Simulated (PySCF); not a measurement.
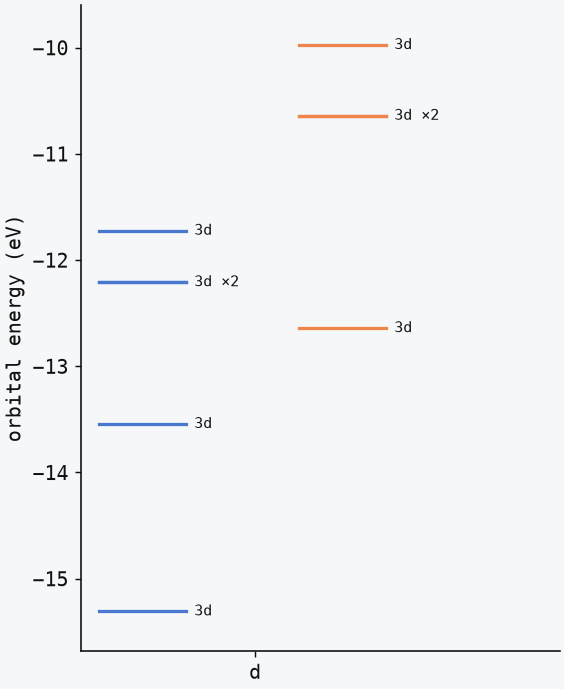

Fig. 1: Orbital energies of the mean field, from the top down to −15.3 eV, by angular momentum, α spin at the left of each column and β at the right; ×n counts the orbitals under one label. Empty levels that the record names by l alone aren't drawn. The highest filled orbital is 3d β at −9.97 eV, the lowest empty one s α at −14.3 eV.

Atomic calculation, with input and output: Cu²⁺

Cu²⁺, configuration 1s2 2s2 2p6 3s2 3p6 3d9, multiplicity 2. Computed at this level: unrestricted HF, STO-3G, non-relativistic, point nucleus (PySCF).

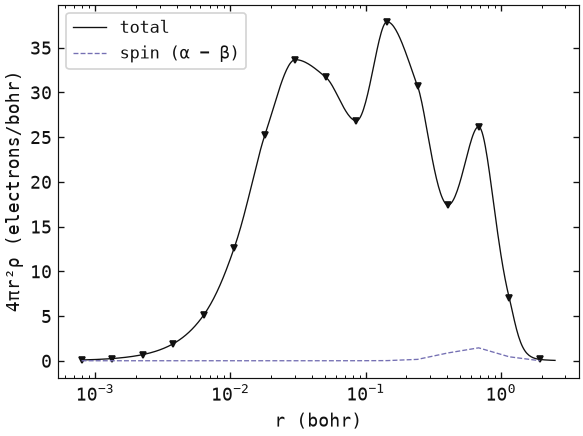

Fig. 2: Spherically averaged radial density 4πr²ρ of the mean field and its spin part; markers are the stored points, which are sparse, and the line is a monotone interpolation between them. The largest stored value is 37.9 electrons/bohr at r = 0.14 bohr. Root-mean-square radii of the shells: 1s 0.0618, 2p 0.232, 2s 0.253, 3s 0.788, 3d 0.814, 3p 0.821 bohr.

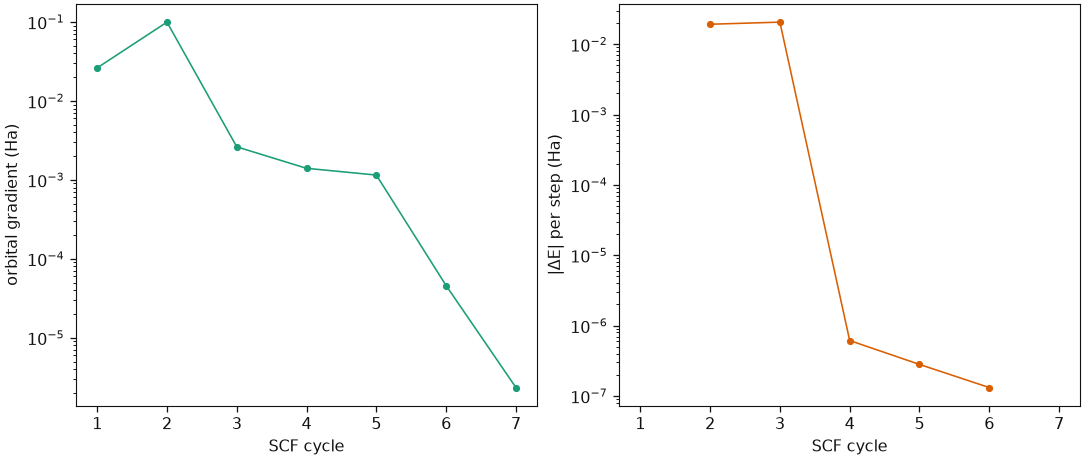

Fig. 3: Convergence: orbital gradient and change of the energy from step to step (the smallest changes aren't drawn) against the SCF cycle. The residual comes down, with one marked jump up, by a factor of about 4, at step 2. It goes from 0.026 to 2.3×10⁻⁶ in 7 steps.

These pictures come from the run below.

## The input
```python
from pyscf import gto, scf, dft, mp, cc
import basis_set_exchange as bse
mol = gto.M(atom="Cu 0 0 0", charge=2, spin=1, symmetry="D2h",
            basis=gto.basis.parse(bse.get_basis("STO-3G", elements=["Cu"], fmt="nwchem", header=False)))
mf = scf.UHF(mol)
mf.irrep_nelec = {'Ag': (5, 4), 'B1g': (1, 1), 'B2g': (1, 1), 'B3g': (1, 1), 'B1u': (2, 2), 'B2u': (2, 2), 'B3u': (2, 2)}
mf.kernel()
```

The script is an equivalent of what the driver set up; the driver started from orbitals of its own, so the log can be shorter than this script's would be, and it computed the properties (radii, ⟨L²⟩, response) afterwards. It held the occupations shell by shell, which the script's counts by irreducible representation don't always enforce.

The run was one of a batch that the task file lists, launched with:
```bash
OMP_NUM_THREADS=1 python <driver script> TASK.json OUT
```

## Log (extracts)
```
damping factor = 0
level_shift factor = 0
DIIS = <class 'pyscf.scf.diis.CDIIS'>
diis_start_cycle = 1
diis_space = 10
diis_damp = 0
SCF conv_tol = 1e-09
SCF conv_tol_grad = None
number electrons alpha = 14  beta = 13
cycle= 1 E= -1619.11601542806  delta_E= -0.0013  |g|= 0.0262  |ddm|= 0.0958
cycle= 2 E= -1619.1352176556  delta_E= -0.0192  |g|= 0.0995  |ddm|= 0.375
cycle= 3 E= -1619.11463908394  delta_E= 0.0206  |g|= 0.00262  |ddm|= 0.298
cycle= 4 E= -1619.11463969836  delta_E= -6.14e-07  |g|= 0.0014  |ddm|= 0.00263
cycle= 5 E= -1619.11463997945  delta_E= -2.81e-07  |g|= 0.00115  |ddm|= 0.00182
cycle= 6 E= -1619.11464011132  delta_E= -1.32e-07  |g|= 4.57e-05  |ddm|= 0.00113
cycle= 7 E= -1619.11464011198  delta_E= -6.64e-10  |g|= 2.34e-06  |ddm|= 2.46e-05
converged SCF energy = -1619.11464011198  <S^2> = 0.75031898  2S+1 = 2.000319
```

## What the run reported

- outcome: converged
- total energy: −1619.1146 hartree
- kinetic energy: 1624.7938 hartree
- −E/T (1 by the virial theorem at the basis-set limit): 0.9965
- ⟨S²⟩: 0.750
- ⟨L²⟩: 6.00
- SCF iterations: 7
- hardware: 1 thread of Arm Neoverse V2, 23 GiB of memory available, shared host

## What is odd here

One thing in this input was made odd on purpose: minimal basis. The program ran to the end. Its numbers are those of this setting; this run alone doesn't show how far the oddity moves them. The driver held the occupations shell by shell, and empty s levels lie below the filled 3d. The script shown fixes the counts by irreducible representation only, so by itself it can fall to another configuration.
